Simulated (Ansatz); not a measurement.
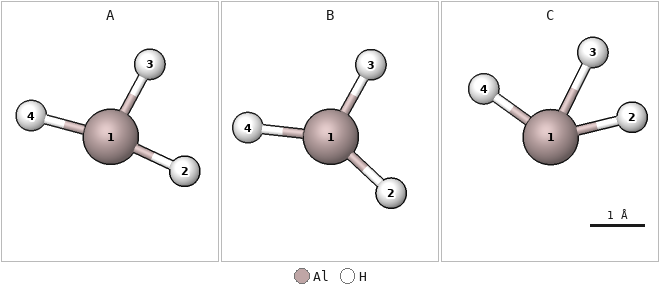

3 geometries from a converged minimum-energy path of AlH3, shuffled. Style: ball-and-stick. Shown at a tilt.

All numbers below come from Ansatz 0.2.0, RKS r2SCAN/def2-SVP. Set-up: 5 movable images; climbing image; force threshold 0.05 eV/Å; iteration limit 60; starting path through a guess of the saddle point.

Which of them lies highest in energy?

Answer. C. In order along the path, whose images run from 0 to 6: B (image 1, +0.25 eV), A (image 2, +1.02 eV), C (image 4, +2.65 eV). Breaking: Al1–H2 (1.59 → 1.59 at the top → 2.23 Å), Al1–H3 (1.59 → 1.78 at the top → 2.28 Å). Forming: H2–H3 (2.75 → 1.45 at the top → 0.78 Å).

The run took 39 s on 1 thread of Arm Neoverse V1 (shared host), peak memory 0.088 GiB.
